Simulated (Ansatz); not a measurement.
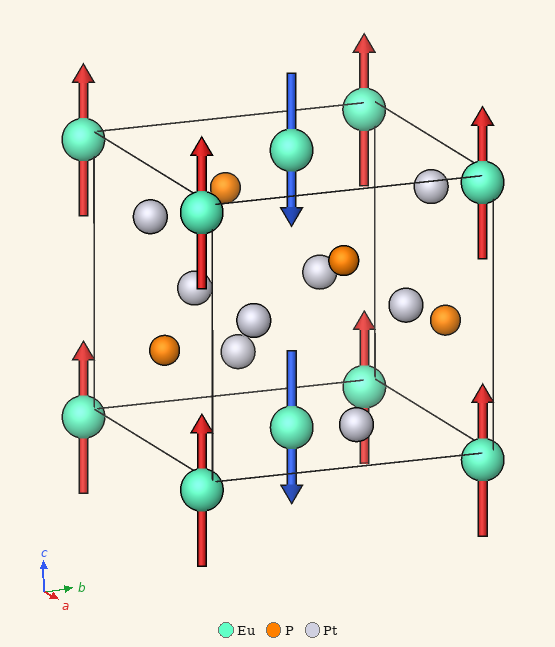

The figure gives a spheres-only picture of the atoms, viewed slightly off an axis. The edges of the simulation cell are marked. Arrows are the site magnetic moments above 0.25 μB (those induced on non-metal atoms are left out); longer means larger, and red and blue are up and down (without spin-orbit coupling the axis itself is arbitrary).

This is a metastable state, 2 meV/atom above the lowest found for EuPPt$_{3}$. Run with DFT, PAW plane waves, PBE (Ansatz 0.2.0) and these settings: a 420 eV plane-wave basis, a 3×3×4 k-point grid, cold smearing of 0.045 eV, collinear spins.

### Name the magnetic order and give the moments.

Antiferromagnetic (within this cell). Site moments: 1 Eu +6.4 μB and 1 Eu −6.5 μB. The net spin moment of the whole cell is 0.0 μB.

The picture shows a known structure type with the cell strained and the atoms shaken on purpose; the geometry isn't optimised. It was run through Ansatz as a DFT input.

At this level of theory the cell isn't at rest (compressed, at 17 GPa and forces up to 5.4 eV/Å), so its distances can differ from those at equilibrium, the more so the softer the solid, and its magnetic state may change on relaxation.
